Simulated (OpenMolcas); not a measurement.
**One shape, several levels: doublet HCl+**

We compute a comparison of 6 runs (UHF/3-21G, U-r2SCAN/3-21G, UB3LYP/3-21G, UM06-2X/3-21G, USVWN5/3-21G, ROMP2/3-21G) of doublet HCl+. 

The calculation is run with OpenMolcas 26.06.

4 further runs of the same task are left out: 2 that didn't finish, 2 set aside as unsound or not needed.

## 1. The molecule

The species is HCl+ (2 atoms), meant as a doublet with charge +1. SMILES of the parent species: `Cl`. The shape is that of a PBE0-D4/def2-TZVP optimisation. That shape belongs to the parent species and isn't relaxed for this state.

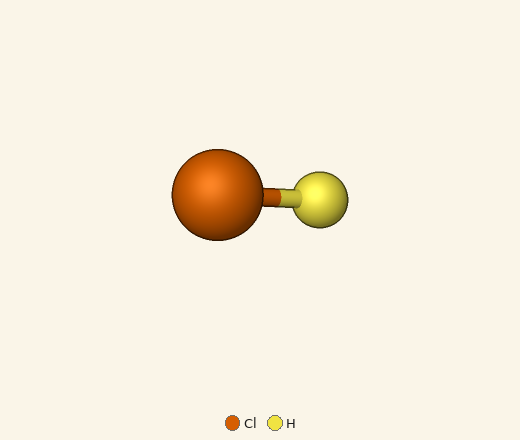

Viewed from a chosen angle; chlorine orange, hydrogen yellow.

## 2. The energy at UHF/3-21G (run 1)

Input file run.input:

```
&gateway
baslib
$CurrDir
coord
2
bohr
Cl     1.03179046    -0.33731611     0.53063510
H     -1.03179046     0.33731611    -0.53063510
basis
3-21G
group
NoSym
&seward
&scf
uhf
charge
1
spin
2
thresholds
1e-10 1e-07 1e-07 1e-05
prorbitals
1 1
```

The basis set 3-21G is read from a file made from the Basis Set Exchange's data (not shown).

On the command line:

```sh
$ export MOLCAS_MEM=1860
$ pymolcas run.input > run.log
```

The log of the run:

```text
--- Start Module: gateway ---
[...]
--- Stop Module: gateway /rc=_RC_ALL_IS_WELL_ ---
--- Start Module: seward ---
[...]
      Basis functions           15
--- Stop Module: seward /rc=_RC_ALL_IS_WELL_ ---
--- Start Module: scf ---
[...]
       Convergence after  22 Iterations
[...]
::    Total SCF energy                               -457.4329768211
[...]
      Total spin, S                                     0.5012521561
[...]
      Total electronic charge=   17.000000
      Total            charge=    1.000000
[...]
      Dipole Moment (debye):
      Origin of the operator (angstrom)=    0.5154   -0.1685    0.2651
                   X= -2.0665E+00               Y=  6.7559E-01               Z= -1.0628E+00           Total=  2.4200E+00
      Center of Charge (angstrom)
[...]
--- Stop Module: scf /rc=_RC_ALL_IS_WELL_ ---
[...]
```

Wall time 1.7 s (1 thread of Arm Neoverse V2, shared host); peak memory 0.37 GiB.

## 3. The energy at U-r2SCAN/3-21G (run 2)

Input file run.inp:

```
&GATEWAY
BasLib = $CurrDir
Coord
2
bohr
Cl     1.03179046    -0.33731611     0.53063510
H     -1.03179046     0.33731611    -0.53063510
Basis = 3-21G
Group = NoSym
&SEWARD
GridInput
Grid=UltraFine
End of Grid
&SCF
UHF
Charge = 1
Spin = 2
KSDFT = 2
1.0 MGGA_X_R2SCAN
1.0 MGGA_C_R2SCAN
Thresholds = 1e-10 1e-07 1e-07 1e-05
PrOrbitals = 1 1
```

The basis set 3-21G is read from a file made from the Basis Set Exchange's data (not shown).

On the command line:

```sh
$ export MOLCAS_MEM=1860
$ pymolcas run.inp > run.log
```

The log of the run:

```text
--- Start Module: gateway ---
[...]
--- Stop Module: gateway /rc=_RC_ALL_IS_WELL_ ---
--- Start Module: seward ---
[...]
      Basis functions           15
--- Stop Module: seward /rc=_RC_ALL_IS_WELL_ ---
--- Start Module: scf ---
[...]
       Convergence after  57 Iterations
[...]
::    Total KS-DFT energy                            -458.0386272081
[...]
      Total spin, S                                     0.5005778689
[...]
      Total electronic charge=   17.000000
      Total            charge=    1.000000
[...]
      Dipole Moment (debye):
      Origin of the operator (angstrom)=    0.5154   -0.1685    0.2651
                   X= -1.9872E+00               Y=  6.4965E-01               Z= -1.0220E+00           Total=  2.3271E+00
      Center of Charge (angstrom)
[...]
--- Stop Module: scf /rc=_RC_ALL_IS_WELL_ ---
[...]
```

Run time: 12 s. Hardware: 1 thread of Arm Neoverse V2, shared host; peak memory 0.37 GiB.

Runs 3 to 5 aren't shown in full; the table further down has their settings and results.

## 4. The energy at ROMP2/3-21G (run 6)

Input file run.input:

```
>>> EXPORT MOLCAS_PRINT=2

&GATEWAY
 BasLib=$CurrDir
 Coord
 2
 bohr
 Cl     1.03179046    -0.33731611     0.53063510
 H     -1.03179046     0.33731611    -0.53063510
 Basis=3-21G
 Group=NoSym

&SEWARD

&SCF
 UHF
 Charge=1
 Spin=2
 Thresholds=1e-10 1e-07 1e-07 1e-05
 PrOrbitals=1 1

&RASSCF
 FileOrb=$Project.UnaOrb
 Spin=2
 Nactel=1 0 0
 Inactive=8
 Ras2=1
 OutOrbitals=Canonical
 OrbListing=Nothing

&CASPT2
 IPEA=0.0
 Frozen=5
```

The basis set 3-21G is read from a file made from the Basis Set Exchange's data (not shown).

On the command line:

```sh
$ export MOLCAS_MEM=1860
$ pymolcas run.input > run.log
```

The log of the run:

```text
--- Start Module: gateway ---
[...]
--- Stop Module: gateway /rc=_RC_ALL_IS_WELL_ ---
[...]
      Basis functions           15
[...]
       Convergence after  22 Iterations
[...]
::    Total SCF energy                               -457.4329768211
[...]
      Total spin, S                                     0.5012521561
[...]
--- Start Module: rasscf ---
[...]
      Number of active orbitals                  1
[...]
      Spin quantum number                      0.5
[...]
      Active orbitals                            1
[...]
      Number of CSFs                             1
[...]
      Number of root(s) required                 1
[...]
      Convergence after  5 iterations
[...]
      printout of CI-coefficients larger than  0.05 for root  1
      energy=    -457.432246
      conf/sym  1     Coeff  Weight
             1  u   1.00000 1.00000
      Natural orbitals and occupation numbers for root  1
      sym 1:   1.000000
      ************************************************************************************************************************
      *                                                    Final results                                                     *
[...]
::    RASSCF root number  1 Total energy:   -457.43224645
[...]
      Total electronic charge=   17.000000
      Total            charge=    1.000000
[...]
      Dipole Moment (debye):
      Origin of the operator (angstrom)=    0.5154   -0.1685    0.2651
                   X= -2.0655E+00               Y=  6.7527E-01               Z= -1.0623E+00           Total=  2.4189E+00
      Center of Charge (angstrom)
[...]
--- Stop Module: rasscf /rc=_RC_ALL_IS_WELL_ ---
--- Start Module: caspt2 ---
[...]
 ###    WARNING: User changed nr of frozen orbitals.                         ###
 ###############################################################################
[...]
      E2 (Variational):          -0.0393134478
      Total energy:            -457.4715598939
[...]
      Reference weight:           0.98462
[...]
::    CASPT2 Root  1     Total energy:   -457.47155989
[...]
--- Stop Module: caspt2 /rc=_RC_ALL_IS_WELL_ ---
[...]
```

Run time: 2.3 s. Hardware: 1 thread of Arm Neoverse V2, shared host; peak memory 0.37 GiB.

## 5. The series

```
run           level  integration grid  frozen core orbitals  energy (Eh)  HOMO energy (eV)  LUMO energy (eV)   ⟨S²⟩  wall time
  1       UHF/3-21G                 –                     –  -457.432977            -23.03            -10.82  0.753      1.7 s
  2  U-r2SCAN/3-21G         UltraFine                     –  -458.038627            -18.25            -17.30  0.751       12 s
  3    UB3LYP/3-21G         UltraFine                     –  -458.114737            -19.16            -16.67  0.751       27 s
  4   UM06-2X/3-21G         UltraFine                     –  -458.075800            -20.81            -14.95  0.751      9.3 s
  5    USVWN5/3-21G         UltraFine                     –  -456.592017            -18.16            -17.89  0.751      4.2 s
  6     ROMP2/3-21G                 –                     5  -457.471560                 –                 –      –      2.3 s
```

## 6. What came out

```
           quantity          value
run 6: total energy  -457.47156 Eh
```

In words: Totals of different functionals can't be ranked against each other. All runs together took 56 s, the longest 27 s.
